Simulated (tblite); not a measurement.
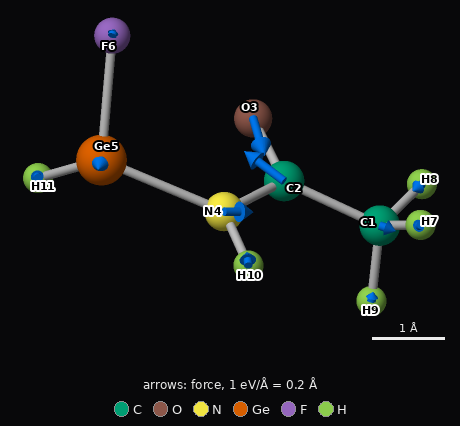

Starting geometry of C₂H₅FGeNO (multiplicity 2) with the computed forces as blue arrows. Style: ball-and-stick. Shown from a free direction.

These are results of GFN2-xTB geometry optimisation, gas phase in tblite, not measurements. 

### Is this structure relaxed? If not, where do the atoms go?

It isn't relaxed: the largest force vector, on O3, is 3.94 eV/Å. The final displacements have little in common with the starting forces (cosine between the two patterns 0.09). After 219 geometry steps the energy has fallen by 87.0 kJ/mol. The largest move after the best rigid fit is that of H11, 1.21 Å. Largest moves by element: H 1.21 Å, O 0.88 Å, Ge 0.61 Å, N 0.54 Å, C 0.47 Å, F 0.45 Å. Some distances before and after: O3–Ge5 3.084 → 2.044 Å, N4–Ge5 1.869 → 2.303 Å, Ge5–H11 1.541 → 1.726 Å, C2–N4 1.431 → 1.289 Å. New bonds form, among them: O3–Ge5 (3.08 → 2.04 Å). Among the angles between lasting bonds that change: N4–Ge5–H11 109.9° → 154.1°, C2–N4–Ge5 121.9° → 85.1°, Ge5–N4–H10 118.6° → 153.6°.
